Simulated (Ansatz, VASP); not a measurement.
# Cross-check of TaAs between VASP and Ansatz

Wanted: the spread between two codes on one cell, functional and k mesh. The cell is taken from a series of runs on this material, whose earlier steps may have relaxed or scaled it; both programs get it as it stands.

Main program and level: Ansatz 0.2.0; plane waves, with VASP 6.6.1 beside it; single point at PBE.

## (1) The starting structure

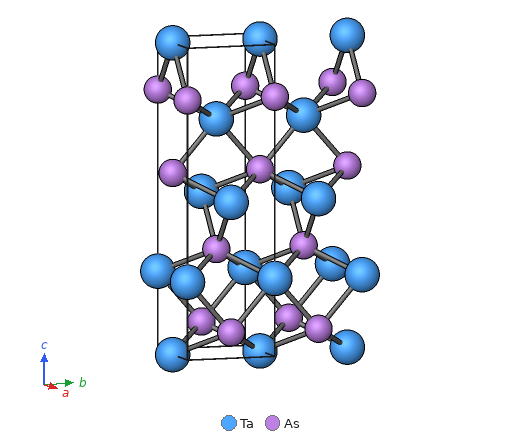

The cell as given, slightly off an axis (tantalum blue, arsenic purple). 1×2×1 cells are drawn. This picture shows the conventional cell, with its axes. Some periodic images of atoms are drawn too.

## (2) Ansatz: single point, PBE

Ansatz runs on its default PAW (the set named soft_2) files.

A single point gives forces, pressure and levels at one fixed geometry, so differences don't come from the geometry; what else differs is listed under the comparison.

The input, input.yaml:

```yaml
crystal:
  lattice:
    - [-1.7218133622, 1.7218133622, 5.8679415361]
    - [1.7218133622, -1.7218133622, 5.8679415361]
    - [1.7218133622, 1.7218133622, -5.8679415361]
  atoms:
    - { symbol: Ta, position: [0.4999673, 0.4999673, 0.0] }
    - { symbol: Ta, position: [0.2499673, 0.7499673, 0.5] }
    - { symbol: As, position: [0.08263212, 0.08263212, 0.0] }
    - { symbol: As, position: [0.83263212, 0.33263212, 0.5] }
kpoints:
  mp_grid: { grid: [9, 9, 9] }
  band_path:
    path:
      - [[0.0, 0.0, 0.0], [-0.5, 0.5, 0.0], [-0.5, 0.5, -0.04304975], [-0.27152487, 0.27152487, -0.27152487], [0.0, 0.0, 0.0], [0.5, 0.5, -0.5], [0.27152487, 0.72847513, -0.72847513], [0.0, 0.5, -0.5], [-0.25, 0.75, -0.25], [0.04304975, 0.95695025, -0.5], [0.5, 0.5, -0.5]]
      - [[-0.5, 0.5, 0.0], [-0.25, 0.75, -0.25]]
    npoints: 5
scf:
  occupations: { method: fermi_dirac, width: 0.05 }
  n_extra_bands: 8
hamiltonian:
  xc: pbe
  pseudopotentials: { kind: paw }
output:
  forces: true
  stress: true
  populations: true
  write_bands: true
  write_density: true
  write_potential: true
  elf: true
  volumetric_format: npy
```

On the command line:

```sh
$ ansatz run input.yaml --threads 4 --pin off --max-ram 8192MiB --backend cpu --events-out ev --progress --plain --runs-dir out
```

Numbers of over 12 decimals in the logs are rounded to 6 here.

The program printed:

```text
basis.fft_grid_basis auto: the FFT boxes are laid along the combinations [[1, -1, 0], [0, 1, 0], [1, 0, 1]] of the cell's own vectors, 4.870, 6.353 and 3.444 Å long. The dense box has 36×45×24 points. Along the cell's own vectors, as sized, it would have 45×45×45, 2.34 times as many. Of the 8 symmetry operations that the crystal satisfies within crystal.symmetry.tolerance (time reversal apart; of a slab, those that k [...]
scf.n_extra_bands = 8 over 28 filled bands (N_el = 56.0): the run solves 36 bands
Engine: ansatz 0.2.0, aarch64-unknown-linux-gnu
Pseudopotentials: kind: paw
Pseudopotential: Ta, paw, valence charge 13, recommended cutoff 420 eV (normal), Ta.paw.azcp
Pseudopotential: As, paw, valence charge 15, recommended cutoff 420 eV (normal), As.paw.azcp
Functional definition: PBE
  parameter kappa = 0.804
  parameter beta = 0.066725
  exchange = pbe_x(kappa = kappa, mu = beta*pi^2/3)
  correlation = pbe_c(beta = beta)
Crystal: 4 atoms, lattice volume = 69.585 Å³
Basis set: ecut = 420 eV, 1371 PW (Γ), FFT grids on a1−a2, a2, a1+a3, exchange–correlation on 72×90×48 points (8 copies of the dense FFT grid, shifted against one another)
Bands: 36, of which v1, the nominal top of the filled ones, is band 28 counted from 1 (27 counted from 0)
Symmetry: 8 space group operations
Space group: I41md (ITA 109), of the structure as read, at distance tolerance 4.1e-5 Å
k-points: 75 of 729 (time reversal used)
Non-local potential: Ta, projectors of the file, l = 0: 3, l = 1: 2, l = 2: 2, l = 3: 1
Non-local potential: As, projectors of the file, l = 0: 2, l = 1: 2, l = 2: 3, l = 3: 1
PAW form: soft (Blöchl's): semilocal exchange-correlation on the pseudo side does not see the compensation charge
PAW one-centre angular grid: Ta, 590 points (default); XC on 64 Gauss nodes
PAW one-centre angular grid: As, 590 points (default); XC on 64 Gauss nodes
Initial density: superposition of atomic densities (neutral atoms: chi_scale 0, normalization atom), corrected by the library's trained network
Initial wavefunctions: pseudopotential atomic-orbital guess
Functional: x = pbe(κ = 0.804, μ = 0.219515), c = pbe(β = 0.066725)
SCF iter   1: F=—  HF=-29578.947249 eV  |F-HF|=—  |Δ(HF+E_count)|=         —  Δρ=7.51e-3  dr2=3.45e-2  ethr=1.77e-3  ⟨swp⟩=5.9  Hψ=10835  notcnv=0  defer=12
preconditioner: auto → Kerker (q_TF=auto, 2.631 Å⁻¹)  [metal: Δε(μ)=0.040 eV  Ē_g=8.170 eV  σ=0.050 eV  W_gap=0.20  n_scr=24 (ndim 8)  ℏωp=19.9 eV  f_vac=0.000  D(μ)=0.71/eV (n_scr^D=2)]
SCF iter   2: F=—  HF=-29578.944928 eV  |F-HF|=—  |Δ(HF+E_count)|=   2.32e-3  Δρ=4.53e-3  dr2=1.29e-2  ethr=6.16e-5  ⟨swp⟩=1.0  Hψ=3300  notcnv=0  defer=41
SCF iter   3: F=—  HF=-29578.943881 eV  |F-HF|=—  |Δ(HF+E_count)|=   1.05e-3  Δρ=6.35e-4  dr2=2.87e-4  ethr=2.30e-5  ⟨swp⟩=2.1  Hψ=3466  notcnv=0  defer=41
SCF iter   4: F=—  HF=-29578.943643 eV  |F-HF|=—  |Δ(HF+E_count)|=   2.37e-4  Δρ=3.33e-4  dr2=4.40e-5  ethr=5.13e-7  ⟨swp⟩=2.0  Hψ=4531  notcnv=0  defer=41
SCF iter   5: F=—  HF=-29578.943648 eV  |F-HF|=—  |Δ(HF+E_count)|=   5.10e-6  Δρ=5.14e-5  dr2=2.14e-6  ethr=7.86e-8  ⟨swp⟩=2.6  Hψ=4223  notcnv=0  defer=41
SCF iter   6: F=—  HF=-29578.943648 eV  |F-HF|=—  |Δ(HF+E_count)|=   3.89e-7  Δρ=1.36e-5  dr2=1.68e-7  ethr=3.83e-9  ⟨swp⟩=2.0  Hψ=4485  notcnv=0  defer=41
SCF iter   7: F=-29578.943648 eV  HF=-29578.943648 eV  |F-HF|=1.14e-9  |Δ(HF+E_count)|=   1.37e-8  Δρ=2.96e-6  dr2=6.31e-9  ethr=1.79e-10  ⟨swp⟩=12.4  Hψ=15995  notcnv=0
SCF 1 converged in 7 iterations: F = -29578.943648 eV  dr2 = 6.31e-9
  greatest PAW one-centre occupation: 0.999 electrons in one spin orbital (limit 2), on the As atom at site 2 (counted from 0), in its partial waves of l = 2
NSCF: frozen V_eff on 57 k-points
SCF converged after 7 iterations
Free energy (F): -29578.943648 eV
Harris-Foulkes:  -29578.943648 eV  (|F-HF|=1.14e-9)
Internal energy: -29578.937599 eV  (E = F + TS)
E sigma→0 (E₀):  -29578.940623 eV
Entropy (-TS):   -0.006049 eV (-1.512 meV/atom)
Fermi energy:    17.057131 eV
--- Per-component energies (eV) ---
  E_band       = -552.264719
  E_kinetic    = 943.590372
  E_local      = -4047.160613  (includes V_loc(G=0)·N_el)
  E_nonlocal   = -1311.159276
  E_hartree    = 2099.498858
  E_xc         = -598.324436
  E_vxc        = -570.901292  (∫ρ·V_xc dr)
  E_paw        = -20465.876284  (= ΣΔE_a)
  E_vpaw       = 234.368041  (= ΣTr[D̂ρ^β])
  E_aug_tail   = 0.000286  (compensation charges beyond the density's cutoff)
  E_ewald      = -6199.506507
  E_smearing   = -0.006049  (= −TS)
  E_closure    = 0.000000  (closes the sum)
  Σ components = -29578.943648   (vs F -29578.943648, Δ=0.00e0)
--- Forces (eV/Å), atoms counted from 1 ---
  atom   1  Ta    -0.00000000    -0.00000000     0.02220117
  atom   2  Ta     0.00000000     0.00000000     0.02220117
  atom   3  As    -0.00000000     0.00000000    -0.02219888
  atom   4  As     0.00000000    -0.00000000    -0.02219888
  max |Σ_I F_I| component: 4.58e-6 eV/Å
--- Stress (GPa, compression-positive) ---
        2.460880      -0.000000      -0.000000
       -0.000000       2.460880      -0.000000
       -0.000000      -0.000000       1.557558
  P = ⅓ Tr σ = 2.1598 GPa (21.598 kbar)
--- Band table (eV; the first three rows and the last of 75) ---
  k-point 0: bands = [... 24 lower, 14.7077, 15.1053, 15.4183, 15.4183, 17.9806, 18.6415, 19.3836, 20.1493, ... 4 higher]
  k-point 1: bands = [... 24 lower, 14.2116, 15.0395, 15.7210, 15.8751, 17.5018, 17.9823, 19.6067, 19.6957, ... 4 higher]
  k-point 2: bands = [... 24 lower, 13.5754, 15.1553, 16.0926, 16.3811, 17.1279, 17.7945, 18.9630, 20.1916, ... 4 higher]
  k-point 74: bands = [... 24 lower, 14.2163, 14.7438, 15.6335, 16.3946, 17.8624, 18.9095, 18.9319, 19.4191, ... 4 higher]
--- Löwdin populations: 4 sites ---
  site symbol       q [e]
     0     Ta     12.7095
     1     Ta     12.7095
     2     As     15.1608
     3     As     15.1608
  spilling = 0.004634 (of n_electrons = 56.000000)
```

Reading the cycles: dr2 is the Hartree energy of the density residual (eV), the measure of convergence; HF is the Harris–Foulkes estimate of the energy, which meets the free energy F at convergence.

## (3) VASP: single point, PBE

The same cell, functional, mesh and smearing now go to VASP, with its own data sets and cutoff.

Lines of VASP's logs that name or quote its potential files are left out, and so is its time.

The input, INCAR:

```
SYSTEM = TaAs
PREC = Accurate
ENCUT = 400
EDIFF = 1E-06
NELM = 100
ISMEAR = -1
SIGMA = 0.05
LREAL = .FALSE.
ALGO = Normal
GGA = PE
NBANDS = 22
LASPH = .TRUE.
LORBIT = 11
LWAVE = .FALSE.
LCHARG = .FALSE.
KPAR = 2
ISIF = 2
```

The input, POSCAR:

```
TaAs
1.0
   -1.7218133622      1.7218133622      5.8679415361
    1.7218133622     -1.7218133622      5.8679415361
    1.7218133622      1.7218133622     -5.8679415361
Ta As
2 2
Direct
    0.4999673000      0.4999673000      0.0000000000
    0.2499673000      0.7499673000      0.5000000000
    0.0826321200      0.0826321200      0.0000000000
    0.8326321200      0.3326321200      0.5000000000
```

The input, KPOINTS:

```
Automatic mesh
0
Gamma
9 9 9
0 0 0
```

Potentials, in the order of the species: Ta_pv and As (PBE family, release 64).

On the command line:

```sh
$ mpirun -np 2 vasp_std
```

The program printed:

```text
[banner, memory and clock lines left out]
running    2 mpi-ranks, on    1 nodes
 distrk:  each k-point on    1 cores,    2 groups
 distr:  one band on    1 cores,    1 groups

 POSCAR found type information on POSCAR TaAs
 POSCAR found :  2 types and       4 ions
 LDA part: xc-table for (Slater+PW92), standard interpolation
 POSCAR, INCAR and KPOINTS ok, starting setup
 FFT: planning ... GRIDC
 FFT: planning ... GRID_SOFT
 FFT: planning ... GRID
 WAVECAR not read
 entering main loop
       N       E                     dE             d eps       ncg     rms          rms(c)
DAV:   1     0.206697986353E+03    0.20670E+03   -0.14468E+04  3308   0.115E+03
DAV:   2    -0.280188244404E+02   -0.23472E+03   -0.22494E+03  3820   0.330E+02
DAV:   3    -0.367448782128E+02   -0.87261E+01   -0.85053E+01  4196   0.582E+01
DAV:   4    -0.368939356745E+02   -0.14906E+00   -0.14842E+00  4036   0.728E+00
DAV:   5    -0.368973810873E+02   -0.34454E-02   -0.34417E-02  4256   0.859E-01    0.212E+01
DAV:   6    -0.352041088172E+02    0.16933E+01   -0.52622E+00  4024   0.139E+01    0.899E+00
DAV:   7    -0.351166432702E+02    0.87466E-01   -0.49537E-01  4696   0.449E+00    0.265E+00
DAV:   8    -0.351012541264E+02    0.15389E-01   -0.50415E-02  4130   0.104E+00    0.262E-01
DAV:   9    -0.351009551010E+02    0.29903E-03   -0.50188E-03  4202   0.378E-01    0.114E-01
DAV:  10    -0.351009322027E+02    0.22898E-04   -0.52220E-04  4028   0.182E-01    0.182E-02
DAV:  11    -0.351009314374E+02    0.76537E-06   -0.38371E-05  4556   0.338E-02    0.135E-02
DAV:  12    -0.351009265883E+02    0.48490E-05   -0.12755E-05  4094   0.243E-02    0.193E-03
DAV:  13    -0.351009266301E+02   -0.41810E-07   -0.51027E-07  2514   0.496E-03
   1 F= -.35100927E+02 E0= -.35097875E+02  d E =-.610300E-02
```

From OUTCAR (step 3):

```text
ion  position               nearest neighbor table
   1  0.500  0.500  0.000-   4 2.61   4 2.61   3 2.62   3 2.62   3 2.62   3 2.62   2 3.40   2 3.40
                             2 3.40   2 3.40
   2  0.250  0.750  0.500-   3 2.61   3 2.61   4 2.62   4 2.62   4 2.62   4 2.62   1 3.40   1 3.40
                             1 3.40   1 3.40
   3  0.083  0.083  0.000-   2 2.61   2 2.61   1 2.62   1 2.62   1 2.62   1 2.62
   4  0.833  0.333  0.500-   1 2.61   1 2.61   2 2.62   2 2.62   2 2.62   2 2.62

  LATTYP: Found a body centered tetragonal cell.
 ALAT       =     3.4436267244
 C/A-ratio  =     3.4080009279

 Subroutine GETGRP returns: Found  8 space group operations
 (whereof  4 operations were pure point group operations)

The static configuration has the point symmetry C_2v.
 The point group associated with its full space group is C_4v.

 Found     75 irreducible k-points:

   k-points           NKPTS =     75   k-points in BZ     NKDIM =     75   number of bands    NBANDS=     22

   dimension x,y,z NGX =    42 NGY =   42 NGZ =   42
   dimension x,y,z NGXF=    84 NGYF=   84 NGZF=   84

   ENCUT  =  400.0 eV  29.40 Ry    5.42 a.u.  10.36 10.36 10.36*2*pi/ulx,y,z

   NELECT =      32.0000    total number of electrons

 k-points in reciprocal lattice and weights: Automatic mesh
   0.00000000  0.00000000  0.00000000       0.001
   0.11111111 -0.00000000  0.00000000       0.011
   0.22222222  0.00000000 -0.00000000       0.011
   0.33333333 -0.00000000  0.00000000       0.011
   0.44444444  0.00000000 -0.00000000       0.011
   0.11111111  0.11111111  0.00000000       0.011
   0.22222222  0.11111111 -0.00000000       0.022
   0.33333333  0.11111111  0.00000000       0.022
   0.44444444  0.11111111 -0.00000000       0.022
[...]
-0.44444444  0.44444444  0.44444444       0.005
  -0.44444444 -0.44444444  0.44444444       0.003

 average (electrostatic) potential at core
       1 -36.3178       2 -36.3178       3 -47.8102       4 -47.8102

 E-fermi :   6.9775

 k-point     1 :       0.0000    0.0000    0.0000
  band No.  band energies     occupation
    ...
     12       4.5088      2.00000
     13       4.6253      2.00000
     14       5.0241      2.00000
     15       5.3465      2.00000
     16       5.3465      2.00000
     17       7.8957      0.00000
     18       8.5550      0.00000
     19       9.3024      0.00000
     20      10.0766      0.00000
     21      10.0766      0.00000
    ...

 k-point     2 :       0.1111   -0.0000    0.0000
  band No.  band energies     occupation
    ...
     12       4.3891      2.00000
     13       4.7232      2.00000
     14       4.9517      2.00000
     15       5.2900      2.00000
     16       5.6174      2.00000
     17       7.6796      0.00000
     18       8.2955      0.00000
     19       9.2154      0.00000
     20       9.6272      0.00000
     21      10.2005      0.00000
    ...

 k-point     3 :       0.2222    0.0000   -0.0000
  band No.  band energies     occupation
    ...
     12       4.1137      2.00000
     13       4.9354      2.00000
     14       5.0419      2.00000
     15       5.1334      2.00000
     16       6.1311      2.00000
     17       7.3875      0.00055
     18       8.1180      0.00000
     19       8.5407      0.00000
     20       9.2574      0.00000
     21       9.9347      0.00000
    ...

  Total        1.2728421      1.2728421      0.8362502      0.0000000      0.0000000      0.0000000
  in kB       29.3067178     29.3067178     19.2543525      0.0000000      0.0000000      0.0000000
  external PRESSURE =      25.9559294 kB  Pullay stress =       0.0000000 kB

  energy-cutoff  :      400.00
  volume of cell :       69.59
      direct lattice vectors                 reciprocal lattice vectors
    -1.721813362  1.721813362  5.867941536     0.000000000  0.290391520  0.085208756
     1.721813362 -1.721813362  5.867941536     0.290391520  0.000000000  0.085208756
     1.721813362  1.721813362 -5.867941536     0.290391520  0.290391520  0.000000000

 POSITION                                       TOTAL-FORCE (eV/Angst)
 -----------------------------------------------------------------------------------
      0.00000      0.00000      5.86756        -0.000000      0.000000      0.023972
      1.72181      0.00000      2.93359         0.000000     -0.000000      0.023972
      0.00000      0.00000      0.96976        -0.000000     -0.000000     -0.023972
      0.00000      1.72181      3.90373         0.000000      0.000000     -0.023972
 -----------------------------------------------------------------------------------
    total drift:                                0.000000      0.000000      0.000158

  FREE ENERGIE OF THE ION-ELECTRON SYSTEM (eV)
  ---------------------------------------------------
  free  energy   TOTEN  =       -35.1009266301 eV

  energy  without entropy=      -35.0948236258  energy(sigma->0) =      -35.09787513

 total charge
# of ion       s       p       d       tot
------------------------------------------
    1        0.277   6.160   2.393   8.830
    2        0.277   6.160   2.393   8.830
    3        1.188   1.676   0.082   2.947
    4        1.188   1.676   0.082   2.947
--------------------------------------------------
tot          2.932  15.674   4.950  23.555

[... 3 further parts left out ...]
```

The run ends at a pressure of 2.60 GPa, with forces up to 0.024 eV/Å.

## (4) Side by side

Known differences besides the PAW data sets themselves: the data sets hold 56 valence electrons in Ansatz (default PAW (the set named soft_2) files) and 32 in VASP; the cutoff is 420 eV in Ansatz and 400 eV in VASP. Total energies have different zeros and are not compared.

The two programs side by side:

```tsv
quantity	Ansatz	VASP	difference
pressure (GPa)	2.16	2.60	-0.44
```

## (5) What moves the difference

How far does this hang on the set-up? Further runs change one program's set-up at a time, as the table lists.

```tsv
run	difference in pressure (GPa)
as above	-0.44
VASP with the data sets Ta_sv_GW and As_GW and a cutoff of 520 eV	0.085
```

## (6) Results

```yaml
difference_in_pressure_single_point_pbe: -0.44 GPa
```

In words: The difference in pressure is -0.44 GPa (single point, PBE), within the 1 GPa picked in this series as the mark of a large difference. For single point, PBE: with VASP with the data sets Ta_sv_GW and As_GW and a cutoff of 520 eV the difference in pressure shrinks in size, from -0.44 to 0.085 GPa. Differences of this kind measure data sets and numerical settings, not the functional's error against experiment.

[Lines on the potential files, build, host, timing and source positions are cut from VASP's logs without a mark.]

[Logs are printed without paths, hosts, clocks, repeated set-up lines and the standing remarks that a program may print on its own settings, such as how far it seeks lower states.]

[Hosts, paths, dates, database ids (printed as entryN), source tags and the programs' standing remarks are cut or masked in the printed files.]
